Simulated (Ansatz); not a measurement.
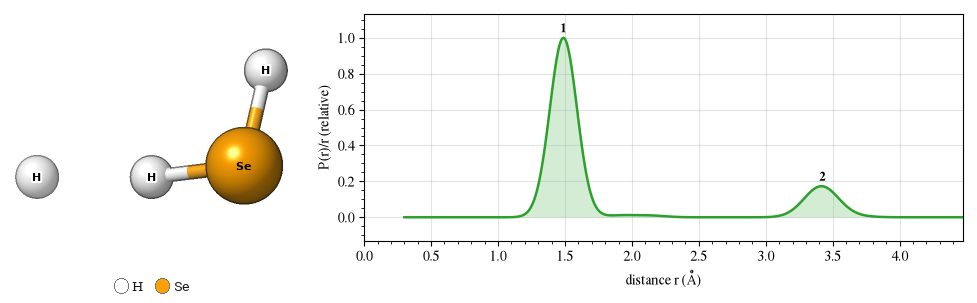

Simulated gas electron diffraction: radial distribution curve of H₃Se (spin multiplicity 2). Each pair of atoms contributes with weight ZᵢZⱼ/r; damping constant 0.002 Å²; vibrational amplitudes assumed, not computed: 0.05 Å for bonds, 0.078 Å for bonds to H, 0.06 + 0.015 r up to 0.15 Å for other pairs. The geometry is the end point of an optimisation (UKS B3LYP/def2-SVP in Ansatz 0.2.0); it may be a saddle point or a higher isomer.

**Read the positions of the numbered peaks and name the main pairs (– for bonds).**

Peak 1, 1.49 Å: Se–H 1.48–1.50 Å (×2)
Peak 2, 3.42 Å: Se···H 3.41 Å
